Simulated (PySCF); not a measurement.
## A study: Cyclo-(H2SiNH)2 (H$_{6}$N$_{2}$Si$_{2}$)

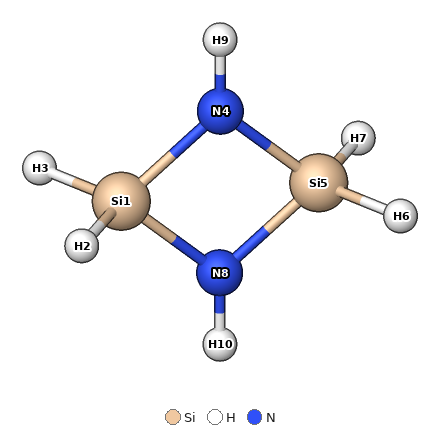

The molecule, with its atoms numbered as below. No frequency check shows the geometry to be a minimum.

Coordinates in Å:

```
Si1     -1.3045    0.0000    0.0000
H2      -2.1060    0.0029    1.2213
H3      -2.1060   -0.0029   -1.2213
N4       0.0000    1.1506    0.0062
Si5      1.3045    0.0000    0.0000
H6       2.1060    0.0029    1.2213
H7       2.1060   -0.0029   -1.2213
N8       0.0000   -1.1506   -0.0062
H9       0.0000    2.1519   -0.0264
H10      0.0000   -2.1519    0.0264
```

Part 1: Bonding charge

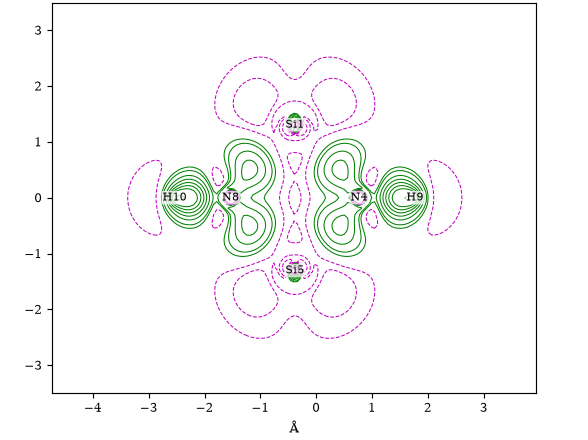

Deformation density (molecule less spherical, spin-averaged free atoms) in the plane of Si1, N4, Si5, N8, H9 and H10; contours at ±0.05 to ±0.8 e/Å³; solid green lines: gain, dashed magenta lines: loss.

Level of theory: r2SCAN/def2-SVPD (PySCF), at a geometry from GFN2-xTB.

> Describe the bonding that the map shows.

N4–H9 and N8–H10: +0.77 e/Å³ at the bond critical point (bond length 1.00 Å). Si1–N4, N4–Si5, Si1–N8 and Si5–N8: +0.06 e/Å³ at the bond critical point (bond length 1.74 Å); up to 0.6 Å beside the axis the gain reaches +0.33 e/Å³. In all, 2.4 electrons gather in the regions of gain relative to the promolecule. A small or negative value marks a very polar bond, one between electron-rich atoms, whose free-atom densities already overlap strongly, a long bond to a heavier atom, or a closed-shell contact such as a hydrogen bond.

> Where do the Hirshfeld charges lie?

The highest Hirshfeld charge is on Si1 and Si5 (+0.40 e), the lowest on N4 and N8 (−0.32 e).

Part 2: Electrostatic potential

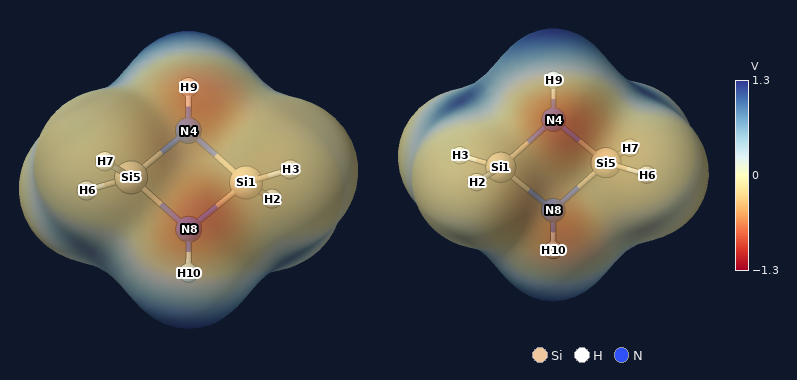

Electrostatic potential on the surface of electron density 0.001 a.u. (back view left, front view right).

> Where are the extremes of the potential on the surface?

Highest: 1.22 V, 1.2 Å from H10, and at like points elsewhere. Lowest: −0.73 V, over N8, off the plane of its three bonds (2.0 Å), and at like points elsewhere. The surface is sampled at points, so like sites can differ by a few per cent and only the strongest of them is named.

> What volume does the surface enclose, and what is the dipole moment?

About 117 Å³; the dipole moment is 0.0 D.

Part 3: Localised orbitals

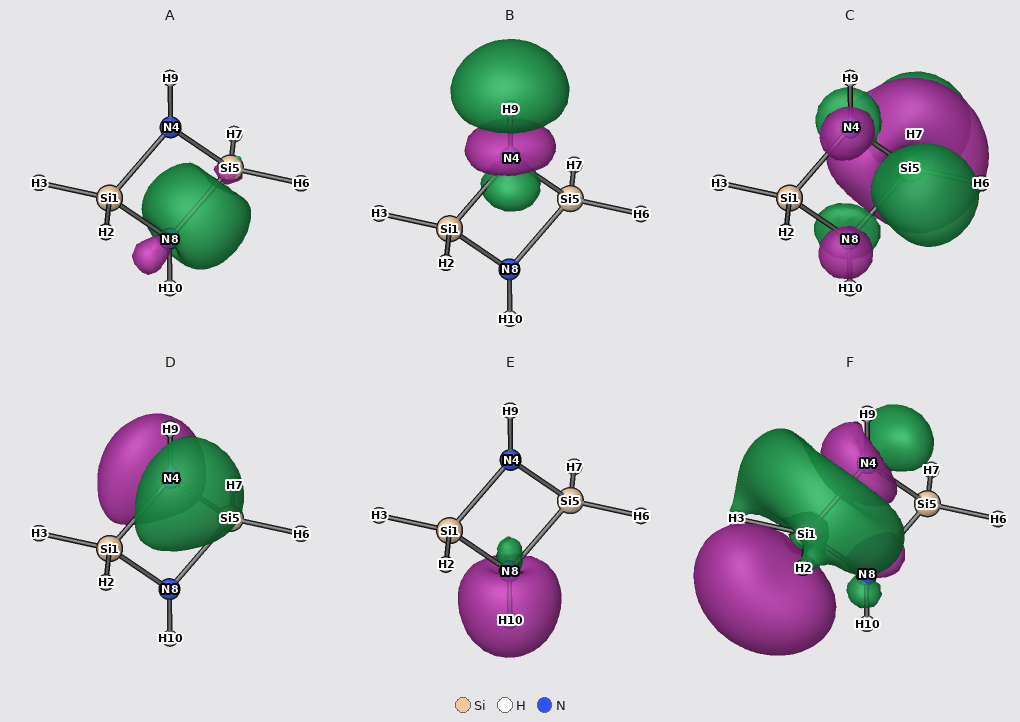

Intrinsic bond orbitals (IBO), occupied and valence-virtual; each surface holds about 85 % of the orbital's density. Energies are diagonal elements of the Fock matrix.

PySCF calculation, PBE0/def2-TZVP, gas phase; geometry: GFN2-xTB.

> What does each orbital represent in a Lewis picture?

By panel:
- A: σ bond N8–Si5 (N8 72 %, Si5 26 %; −14.8 eV)
- B: σ* orbital H9–N4, mostly on H9 (H9 63 %, N4 36 %; 9.3 eV)
- C: σ* orbital Si5–H7 (Si5 53 %, H7 40 %, N4 3 %; 7.0 eV)
- D: lone pair on N4 (p-type) (N4 91 %; −7.7 eV)
- E: σ bond N8–H10 (N8 63 %, H10 36 %; −17.3 eV)
- F: σ* orbital Si1–N4, mostly on Si1 (Si1 74 %, N4 25 %; 5.6 eV)

> Which has the smallest and which the largest spatial spread?

Smallest: E (0.74 Å); largest: F (1.55 Å).
